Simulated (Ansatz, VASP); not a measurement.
**AgHgBr3: VASP beside Ansatz**

Wanted: the spread between two codes on one cell, functional and k mesh. The cell is invented: As first built, before any earlier steps moved the atoms: it takes the CsHgBr3 structure with some of its atoms replaced by other elements, volume scaled by an estimate. It may not be a known or stable phase. The cell comes out of the VASP series on this material, whose earlier steps may have relaxed, scaled or displaced it; both programs get it as it stands.

Main program and level: Ansatz 0.2.0; plane waves, with VASP 6.6.1 beside it; relaxation of cell and atoms at PBEsol with D3(BJ) and zone-centre phonons at PBEsol with D3(BJ).

### 1. The starting structure

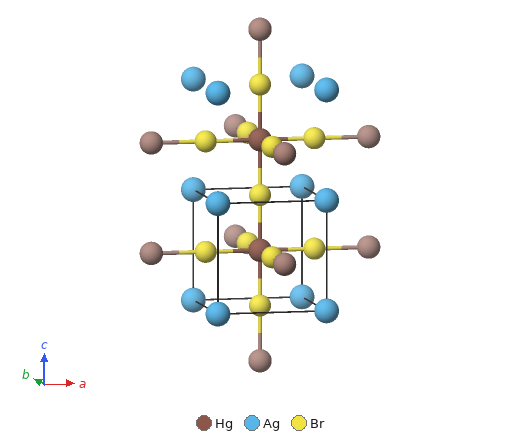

The starting structure, seen slightly off an axis (mercury brown, silver blue, bromine yellow). 1×1×2 cells are drawn. Some periodic images of atoms are drawn too.

Coordinates:

```
Hg Ag Br
1.0
     5.37098    0.00000    0.00000
     0.00000    5.37098    0.00000
     0.00000    0.00000    5.37098
Hg Ag Br
1 1 3
Cartesian
  2.6855 2.6855 2.6855
  0.0000 0.0000 0.0000
  0.0000 2.6855 2.6855
  2.6855 0.0000 2.6855
  2.6855 2.6855 0.0000
```

### 2. VASP: relaxation of cell and atoms, PBEsol with D3(BJ)

The relaxed volume is the usual yardstick between codes: its relative difference is about their pressure difference at one cell divided by the bulk modulus.

Lines of VASP's logs that name or quote its potential files are left out, and so is its time.

Input file INCAR:

```
SYSTEM = AgHgBr3
PREC = Accurate
ENCUT = 400
EDIFF = 1E-06
NELM = 100
ISMEAR = -1
SIGMA = 0.05
LREAL = .FALSE.
ALGO = Normal
GGA = PS
IVDW = 12
NBANDS = 28
LORBIT = 11
LWAVE = .FALSE.
LCHARG = .FALSE.
KPAR = 2
IBRION = 2
NSW = 60
ISIF = 3
EDIFFG = -0.01
```

Input file POSCAR:

```
AgHgBr3
1.0
    5.3709826134      0.0000000000      0.0000000000
    0.0000000000      5.3709826134      0.0000000000
    0.0000000000      0.0000000000      5.3709826134
Hg Ag Br
1 1 3
Direct
    0.5000000000      0.5000000000      0.5000000000
    0.0000000000      0.0000000000      0.0000000000
    0.0000000000      0.5000000000      0.5000000000
    0.5000000000      0.0000000000      0.5000000000
    0.5000000000      0.5000000000      0.0000000000
```

Input file KPOINTS:

```
Automatic mesh
0
Gamma
4 4 4
0 0 0
```

PAW data sets: Hg, Ag and Br (PBE family, release 64).

On the command line:

```sh
$ mpirun -np 2 vasp_std
```

Numbers of over 12 decimals in the logs are rounded to 6 here.

Log:

```text
[banner, memory and clock lines left out]
running    2 mpi-ranks, on    1 nodes
 distrk:  each k-point on    1 cores,    2 groups
 distr:  one band on    1 cores,    1 groups

 POSCAR found type information on POSCAR HgAgBr
 POSCAR found :  3 types and       5 ions
|                                                                             |
|               ----> ADVICE to this user running VASP <----                  |
|                                                                             |
|     You enforced a specific xc type in the INCAR file but a different       |
|     [... a line on the potential file left out ...]
|     I HOPE YOU KNOW WHAT YOU ARE DOING!                                     |
|                                                                             |

 LDA part: xc-table for (Slater+PW92), standard interpolation
 POSCAR, INCAR and KPOINTS ok, starting setup
 FFT: planning ... GRIDC
 FFT: planning ... GRID_SOFT
 FFT: planning ... GRID
 WAVECAR not read
 entering main loop
       N       E                     dE             d eps       ncg     rms          rms(c)
DAV:   1     0.265365095665E+03    0.26537E+03   -0.17091E+04   568   0.110E+03
DAV:   2     0.749391269708E+01   -0.25787E+03   -0.24967E+03   696   0.265E+02
DAV:   3    -0.995443930431E+01   -0.17448E+02   -0.17287E+02   664   0.687E+01
DAV:   4    -0.101401759280E+02   -0.18574E+00   -0.18554E+00   668   0.770E+00
DAV:   5    -0.101420362270E+02   -0.18603E-02   -0.18599E-02   640   0.751E-01    0.123E+01
DAV:   6    -0.918283302509E+01    0.95920E+00   -0.16018E+00   640   0.154E+01    0.914E+00
DAV:   7    -0.909931036980E+01    0.83523E-01   -0.11587E+00   620   0.689E+00    0.343E+00
DAV:   8    -0.908514983317E+01    0.14161E-01   -0.22856E-01   588   0.443E+00    0.606E-01
DAV:   9    -0.908190338436E+01    0.32464E-02   -0.22727E-02   608   0.164E+00    0.221E-01
DAV:  10    -0.908219864954E+01   -0.29527E-03   -0.24902E-03   604   0.291E-01    0.930E-02
DAV:  11    -0.908234961001E+01   -0.15096E-03   -0.17514E-03   636   0.377E-01    0.757E-02
DAV:  12    -0.908223818378E+01    0.11143E-03   -0.36744E-04   616   0.165E-01    0.325E-02
DAV:  13    -0.908223804725E+01    0.13653E-06   -0.41394E-05   616   0.381E-02    0.863E-03
DAV:  14    -0.908223766740E+01    0.37985E-06   -0.26045E-06   544   0.132E-02
   1 F= -.10301655E+02 E0= -.10296064E+02  d E =-.103017E+02
 curvature:   0.00 expect dE= 0.000E+00 dE for cont linesearch  0.000E+00
 trial: gam= 0.00000 g(F)=  0.000E+00 g(S)=  0.894E-03 ort = 0.000E+00 (trialstep = 0.100E+01)
 search vector abs. value=  0.894E-03
 bond charge predicted
       N       E                     dE             d eps       ncg     rms          rms(c)
DAV:   1    -0.908910621934E+01   -0.68682E-02   -0.20858E-01   600   0.358E+00    0.722E-01
DAV:   2    -0.907973215266E+01    0.93741E-02   -0.24220E-02   576   0.137E+00    0.238E-01
DAV:   3    -0.907888550244E+01    0.84665E-03   -0.29161E-03   608   0.350E-01    0.231E-01
DAV:   4    -0.907883164833E+01    0.53854E-04   -0.17305E-04   564   0.967E-02    0.294E-02
DAV:   5    -0.907882205677E+01    0.95916E-05   -0.81937E-05   600   0.847E-02    0.197E-02
DAV:   6    -0.907882327053E+01   -0.12138E-05   -0.61898E-06   540   0.151E-02    0.866E-03
DAV:   7    -0.907882315795E+01    0.11258E-06   -0.11541E-06   280   0.109E-02
   2 F= -.10302183E+02 E0= -.10296400E+02  d E =-.527814E-03
 trial-energy change:   -0.000528  1 .order   -0.000493   -0.000894   -0.000093
 step:   1.0902(harm=  1.1155)  dis= 0.00000  next Energy=   -10.302187 (dE=-0.532E-03)
 reached required accuracy - stopping structural energy minimisation
```

From OUTCAR (step 2):

```text
ion  position               nearest neighbor table
   1  0.500  0.500  0.500-   3 2.69   4 2.69   5 2.69   5 2.69   4 2.69   3 2.69
   2  0.000  0.000  0.000-
   3  0.000  0.500  0.500-   1 2.69   1 2.69
   4  0.500  0.000  0.500-   1 2.69   1 2.69
   5  0.500  0.500  0.000-   1 2.69   1 2.69

  LATTYP: Found a simple cubic cell.
 ALAT       =     5.3709826134

 Subroutine GETGRP returns: Found 48 space group operations
 (whereof 48 operations were pure point group operations)

The static configuration has the point symmetry O_h .

 Found     10 irreducible k-points:

   k-points           NKPTS =     10   k-points in BZ     NKDIM =     10   number of bands    NBANDS=     28

   dimension x,y,z NGX =    36 NGY =   36 NGZ =   36
   dimension x,y,z NGXF=    72 NGYF=   72 NGZF=   72

   ENCUT  =  400.0 eV  29.40 Ry    5.42 a.u.   8.76  8.76  8.76*2*pi/ulx,y,z

   NELECT =      44.0000    total number of electrons

 k-points in reciprocal lattice and weights: Automatic mesh
   0.00000000  0.00000000  0.00000000       0.016
   0.25000000  0.00000000  0.00000000       0.094
   0.50000000  0.00000000  0.00000000       0.047
   0.25000000  0.25000000  0.00000000       0.188
   0.50000000  0.25000000  0.00000000       0.188
   0.50000000  0.50000000  0.00000000       0.047
   0.25000000  0.25000000  0.25000000       0.125
   0.50000000  0.25000000  0.25000000       0.188
   0.50000000  0.50000000  0.25000000       0.094
   0.50000000  0.50000000  0.50000000       0.016

 Edisp (eV)   -1.21942

 average (electrostatic) potential at core
       1 -41.6358       2 -76.7566       3 -64.0588       4 -64.0588       5 -64.0588

 E-fermi :   1.1685

 k-point     1 :       0.0000    0.0000    0.0000
  band No.  band energies     occupation
    ...
     20      -0.5029      2.00000
     21      -0.5029      2.00000
     22      -0.5029      2.00000
     23      -0.4715      2.00000
     24       1.0645      1.77776
     25       7.5749      0.00000
     26       7.5749      0.00000
     27       7.9426      0.00000
     28       7.9426      0.00000

 k-point     2 :       0.2500    0.0000    0.0000
  band No.  band energies     occupation
    ...
     18      -0.6678      2.00000
     19      -0.6678      2.00000
     20      -0.6518      2.00000
     21      -0.4863      2.00000
     22      -0.4863      2.00000
     23       1.3032      0.12655
     24       2.0036      0.00000
     25       6.0217      0.00000
     26       7.2208      0.00000
     27       7.2208      0.00000
    ...

 k-point     3 :       0.5000    0.0000    0.0000
  band No.  band energies     occupation
    ...
     18      -0.7610      2.00000
     19      -0.7610      2.00000
     20      -0.6604      2.00000
     21      -0.4200      2.00000
     22      -0.4200      2.00000
     23       2.5481      0.00000
     24       3.6007      0.00000
     25       4.8807      0.00000
     26       6.8438      0.00000
     27       6.8438      0.00000
    ...

 Edisp (eV)   -1.22336

  Total      -0.01820    -0.01820    -0.01820     0.00000    -0.00000     0.00000
  in kB      -0.18913    -0.18913    -0.18913     0.00000    -0.00000     0.00000
  external pressure =       -0.19 kB  Pullay stress =        0.00 kB

  energy-cutoff  :      400.00
  volume of cell :      154.15
      direct lattice vectors                 reciprocal lattice vectors
     5.361873319 -0.000000000  0.000000000     0.186501982  0.000000000 -0.000000000
    -0.000000000  5.361873319  0.000000000     0.000000000  0.186501982  0.000000000
     0.000000000 -0.000000000  5.361873319    -0.000000000 -0.000000000  0.186501982

 POSITION                                       TOTAL-FORCE (eV/Angst)
 -----------------------------------------------------------------------------------
      2.68094      2.68094      2.68094        -0.000000     -0.000000      0.000000
      0.00000      0.00000      0.00000         0.000000      0.000000      0.000000
     -0.00000      2.68094      2.68094        -0.000000      0.000000      0.000000
      2.68094     -0.00000      2.68094         0.000000      0.000000      0.000000
      2.68094      2.68094      0.00000         0.000000      0.000000      0.000000
 -----------------------------------------------------------------------------------
    total drift:                                0.000000      0.000000      0.000000

  FREE ENERGIE OF THE ION-ELECTRON SYSTEM (eV)
  ---------------------------------------------------
  free  energy   TOTEN  =       -10.3021832006 eV

  energy  without entropy=      -10.2906176127  energy(sigma->0) =      -10.29640041

 reached required accuracy - stopping structural energy minimisation

 total charge
# of ion       s       p       d       tot
------------------------------------------
    1        0.642   0.370   9.438  10.450
    2        0.095   0.027   9.401   9.523
    3        1.615   3.186   0.019   4.819
    4        1.615   3.186   0.019   4.819
    5        1.615   3.186   0.019   4.819
--------------------------------------------------
tot          5.580   9.954  18.896  34.431

[... 3 further parts left out ...]
```

CONTCAR:

```
AgHgBr3
   1.00000000000000
     5.3618733194068726   -0.0000000000000000    0.0000000000000000
    -0.0000000000000000    5.3618733194068726    0.0000000000000000
     0.0000000000000000   -0.0000000000000000    5.3618733194068726
  Hg              Ag              Br
     1     1     3
Direct
     0.5000000000000000    0.5000000000000000    0.5000000000000000
     0.0000000000000000    0.0000000000000000    0.0000000000000000
     0.0000000000000000    0.5000000000000000    0.5000000000000000
     0.5000000000000000    0.0000000000000000    0.5000000000000000
     0.5000000000000000    0.5000000000000000    0.0000000000000000
```

### 3. Ansatz: relaxation of cell and atoms, PBEsol with D3(BJ)

Ansatz runs on its default PAW (the set named soft_2) files.

The same cell, functional, mesh and smearing now go to Ansatz, which takes its cutoff from its data sets.

Input file input.yaml:

```yaml
crystal:
  lattice:
    - [5.3709826134, 0.0, 0.0]
    - [0.0, 5.3709826134, 0.0]
    - [0.0, 0.0, 5.3709826134]
  atoms:
    - { symbol: Hg, position: [0.5, 0.5, 0.5] }
    - { symbol: Ag, position: [0.0, 0.0, 0.0] }
    - { symbol: Br, position: [0.0, 0.5, 0.5] }
    - { symbol: Br, position: [0.5, 0.0, 0.5] }
    - { symbol: Br, position: [0.5, 0.5, 0.0] }
hamiltonian:
  xc: pbesol
  pseudopotentials: { kind: paw }
  dispersion: d3bj
kpoints:
  mp_grid: { grid: [4, 4, 4] }
scf:
  occupations: { method: fermi_dirac, width: 0.05 }
relax:
  f_tol: 0.01
  max_steps: 60
  cell: { stress_tol: 0.05 }
output:
  forces: true
  stress: true
```

On the command line:

```sh
$ ansatz run input.yaml --threads 4 --pin off --max-ram 9216MiB --backend cpu --events-out ev --progress --plain --runs-dir out
```

Log:

```text
Engine: ansatz 0.2.0, x86_64-unknown-linux-gnu
Pseudopotentials: kind: paw
Pseudopotential: Hg, paw, valence charge 20, recommended cutoff 420 eV (normal), Hg.paw.azcp
Pseudopotential: Ag, paw, valence charge 19, recommended cutoff 420 eV (normal), Ag.paw.azcp
Pseudopotential: Br, paw, valence charge 7, recommended cutoff 420 eV (normal), Br.paw.azcp
Functional definition: PBEsol
  exchange = pbesol_x
  correlation = pbesol_c
Crystal: 5 atoms, lattice volume = 154.939 Å³
Basis set: ecut = 420 eV, 2969 PW (Γ), exchange–correlation on 72×72×72 points (8 copies of the dense FFT grid, shifted against one another)
Bands: 36, of which v1, the nominal top of the filled ones, is band 30 counted from 1 (29 counted from 0)
Symmetry: 48 space group operations
Space group: Pm-3m (ITA 221), of the structure as read, at distance tolerance 5.4e-5 Å
k-points: 10 of 64
Non-local potential: Hg, projectors of the file, l = 0: 3, l = 1: 2, l = 2: 2, l = 3: 1
Non-local potential: Ag, projectors of the file, l = 0: 3, l = 1: 2, l = 2: 2, l = 3: 1
Non-local potential: Br, projectors of the file, l = 0: 2, l = 1: 2, l = 2: 2
PAW form: soft (Blöchl's): semilocal exchange-correlation on the pseudo side does not see the compensation charge
PAW frozen core: Hg, regenerated for the run's functional, and the local potential with it (the file was generated under x = pbe(κ = 0.804, μ = 0.219515), c = pbe(β = 0.066725))
PAW frozen core: Ag, regenerated for the run's functional, and the local potential with it (the file was generated under x = pbe(κ = 0.804, μ = 0.219515), c = pbe(β = 0.066725))
PAW frozen core: Br, regenerated for the run's functional, and the local potential with it (the file was generated under x = pbe(κ = 0.804, μ = 0.219515), c = pbe(β = 0.066725))
PAW one-centre angular grid: Hg, 590 points (default); XC on 64 Gauss nodes
PAW one-centre angular grid: Ag, 590 points (default); XC on 64 Gauss nodes
PAW one-centre angular grid: Br, 110 points (default); XC on 64 Gauss nodes
Initial density: superposition of atomic densities (neutral atoms: chi_scale 0, normalization atom), corrected by the library's trained network
Initial wavefunctions: pseudopotential atomic-orbital guess
Functional: x = pbesol(κ = 0.804, μ = 0.123457), c = pbesol(β = 0.046)
SCF iter   1: F=—  HF=-29400.608009 eV  |F-HF|=—  |Δ(HF+E_count)|=         —  Δρ=2.84e-3  dr2=1.53e-2  ethr=1.77e-3  ⟨swp⟩=7.1  Hψ=1597  notcnv=0
preconditioner: auto → LDOS  [insulator: Δε(μ)=0.200 eV  Ē_g=9.492 eV  σ=0.050 eV  W_gap=0.72  n_scr=26 (ndim 8)  ℏωp=19.8 eV  f_vac=0.054  D(μ)=1.41/eV (n_scr^D=6)  ε∞_Penn≈5.3  β→1.0]
SCF iter   2: F=—  HF=-29400.614118 eV  |F-HF|=—  |Δ(HF+E_count)|=   6.11e-3  Δρ=4.12e-3  dr2=2.21e-2  ethr=2.56e-5  ⟨swp⟩=2.8  Hψ=889  notcnv=0  defer=7
SCF iter   3: F=—  HF=-29400.607184 eV  |F-HF|=—  |Δ(HF+E_count)|=   6.93e-3  Δρ=1.03e-3  dr2=1.35e-3  ethr=2.56e-5  ⟨swp⟩=2.2  Hψ=684  notcnv=0  defer=7
SCF iter   4: F=—  HF=-29400.606761 eV  |F-HF|=—  |Δ(HF+E_count)|=   4.23e-4  Δρ=1.70e-4  dr2=6.10e-5  ethr=2.26e-6  ⟨swp⟩=2.0  Hψ=663  notcnv=0  defer=5
SCF iter   5: F=—  HF=-29400.606759 eV  |F-HF|=—  |Δ(HF+E_count)|=   1.17e-6  Δρ=6.93e-5  dr2=7.52e-6  ethr=1.02e-7  ⟨swp⟩=2.0  Hψ=568  notcnv=0  defer=5
SCF iter   6: F=—  HF=-29400.606757 eV  |F-HF|=—  |Δ(HF+E_count)|=   2.43e-6  Δρ=9.78e-6  dr2=2.16e-7  ethr=1.25e-8  ⟨swp⟩=2.0  Hψ=587  notcnv=0  defer=5
SCF iter   7: F=-29400.606757 eV  HF=-29400.606757 eV  |F-HF|=5.89e-9  |Δ(HF+E_count)|=   7.88e-8  Δρ=2.06e-6  dr2=7.27e-9  ethr=1.67e-10  ⟨swp⟩=5.0  Hψ=1395  notcnv=0
SCF 1 converged in 7 iterations: F = -29400.606757 eV  dr2 = 7.27e-9
  greatest PAW one-centre occupation: 1.000 electrons in one spin orbital (limit 2), on the Ag atom at site 1 (counted from 0), in its partial waves of l = 0
relax step   1: F+E_penalty+E_count = -29400.60675686 eV  Δ(F+E_penalty+E_count) = +0.000e0 eV  max|allowed force component| = 4.862e-29 eV/Å  Δτ_max = 0.0000 Å  P = -0.309 GPa  Ω = 154.939 Å³  (7 SCF iters, dr2 threshold 1.00e-7 eV, accepted)
[...]
relax step   2: F+E_penalty+E_count = -29400.60832130 eV  Δ(F+E_penalty+E_count) = -1.564e-3 eV  max|allowed force component| = 9.920e-30 eV/Å  Δτ_max = 0.0000 Å  P = -0.073 GPa  Ω = 153.773 Å³  energy of the carried Pulay correction = +1.704e-4 eV  (5 SCF iters, dr2 threshold 2.38e-7 eV, accepted)
[...]
relax step   3: F+E_penalty+E_count = -29400.60845632 eV  Δ(F+E_penalty+E_count) = -1.350e-4 eV  max|allowed force component| = 2.735e-29 eV/Å  Δτ_max = 0.0000 Å  P = +0.000 GPa  Ω = 153.413 Å³  energy of the carried Pulay correction = +2.233e-4 eV  (5 SCF iters, dr2 threshold 1.35e-8 eV, accepted)
[...]
relax step   4: F+E_penalty+E_count = -29400.60822415 eV  Δ(F+E_penalty+E_count) = +2.322e-4 eV  max|allowed force component| = 5.417e-29 eV/Å  Δτ_max = 0.0000 Å  P = +0.002 GPa  Ω = 153.413 Å³  stress off target by 1.70e-3 GPa  SCF on the basis re-selected at this cell (its energy is not comparable with the rows above)  (5 SCF iters)
basis re-selected at this cell: Δ(F+E_penalty+E_count) = +2.322e-4 eV, ΔP = +0.001 GPa vs the last step (what re-selecting the basis moved, of the pressure what is left beyond the Pulay correction that the steps carried, after the strain that the cell walked since its last selection, with what the two solves' SCF thresholds leave and, on support functions, any second-order correction that the steps lacked; it is no m [...]
SCF converged after 5 iterations
Free energy (F): -29400.608224 eV
Harris-Foulkes:  -29400.608224 eV  (|F-HF|=1.46e-11)
Internal energy: -29400.596378 eV  (E = F + TS)
E sigma→0 (E₀):  -29400.602301 eV
Entropy (-TS):   -0.011846 eV (-2.369 meV/atom)
Fermi energy:    5.336853 eV
--- Per-component energies (eV) ---
  E_band       = -1027.666010
  E_kinetic    = 1529.829247
  E_local      = -8019.918334  (includes V_loc(G=0)·N_el)
  E_nonlocal   = 378.261232
  E_hartree    = 3390.115289
  E_xc         = -1180.891014
  E_vxc        = -799.165285  (∫ρ·V_xc dr)
  E_paw        = -20249.182146  (= ΣΔE_a)
  E_vpaw       = -896.904267  (= ΣTr[D̂ρ^β])
  E_aug_tail   = 0.001092  (compensation charges beyond the density's cutoff)
  E_ewald      = -5248.512472
  E_disp       = -1.227474  (pairwise vdW)
  E_core_change = 0.928201  (= ΣΔE_core)
  E_smearing   = -0.011846  (= −TS)
  E_closure    = 0.000000  (closes the sum)
  Σ components = -29400.608224   (vs F -29400.608224, Δ=0.00e0)
--- Forces (eV/Å), atoms counted from 1 ---
  atom   1  Hg    -0.00000000     0.00000000     0.00000000
  atom   2  Ag    -0.00000000    -0.00000000     0.00000000
  atom   3  Br    -0.00000000     0.00000000     0.00000000
  atom   4  Br    -0.00000000     0.00000000    -0.00000000
  atom   5  Br    -0.00000000    -0.00000000    -0.00000000
  max |Σ_I F_I| component: 7.47e-29 eV/Å
--- Stress (GPa, compression-positive) ---
        0.001704      -0.000000      -0.000000
       -0.000000       0.001704       0.000000
       -0.000000       0.000000       0.001704
  P = ⅓ Tr σ = 0.0017 GPa (0.017 kbar)
--- Relaxed structure (3 steps of the walk, 3 accepted, 1 SCFs on fresh bases) ---
  F+E_penalty+E_count = -29400.60822415 eV   max|allowed force component| = 5.417e-29 eV/Å   (the final SCF, on the basis selected at the relaxed cell)
  cell:  # Å, volume = 153.4135 Å³
    - [5.353295, 0, 0]
    - [0.0, 5.353295, 0.0]
    - [0, 0.0, 5.353295]
  atoms:
    - { symbol: Hg, position: [0.500000, 0.500000, 0.500000] }
    - { symbol: Ag, position: [0, 0, 0] }
    - { symbol: Br, position: [0, 0.500000, 0.500000] }
    - { symbol: Br, position: [0.500000, 0, 0.500000] }
    - { symbol: Br, position: [0.500000, 0.500000, 0] }
```

Run time: 2.8 s. Hardware: 4 threads of Intel Xeon Platinum 8488C (Sapphire Rapids), shared host; peak memory 0.55 GiB; 9.3 s of CPU time.

### 4. Side by side

Known differences besides the PAW data sets themselves: both relaxations stop at a tolerance, which leaves soft axes loose, and VASP keeps its plane-wave basis; the data sets hold 60 valence electrons in Ansatz (default PAW (the set named soft_2) files) and 44 in VASP; the cutoff is 420 eV in Ansatz and 400 eV in VASP; Ansatz makes its cores anew for this functional, VASP keeps those of its PBE data sets; VASP leaves aspherical gradient terms in its spheres out (LASPH is not set), Ansatz keeps them; Ansatz adds a Pulay correction to the stress that steers its cell, VASP none. Total energies have different zeros and are not compared.

Both answers:

| quantity | Ansatz | VASP | difference |
| --- | --- | --- | --- |
| volume (Å³) | 153.41 | 154.15 | -0.48 % |
| edge a after relaxation, in the typed setting (Å) | 5.353 | 5.362 | -0.16 % |

The walks stopped with 0.00 GPa left in Ansatz and -0.02 GPa in VASP; each walk ends within a tolerance, so the volume difference is uncertain by about these residues over the bulk modulus, most in soft cells.

[end of part 1 of 2]

[Lines on the potential files, build, host, timing and source positions are cut from VASP's logs without a mark.]

[Logs are printed without paths, hosts, clocks, repeated set-up lines and the standing remarks that a program may print on its own settings, such as how far it seeks lower states.]

[Hosts, paths, dates, database ids (printed as entryN), source tags and the programs' standing remarks are cut or masked in the printed files.]
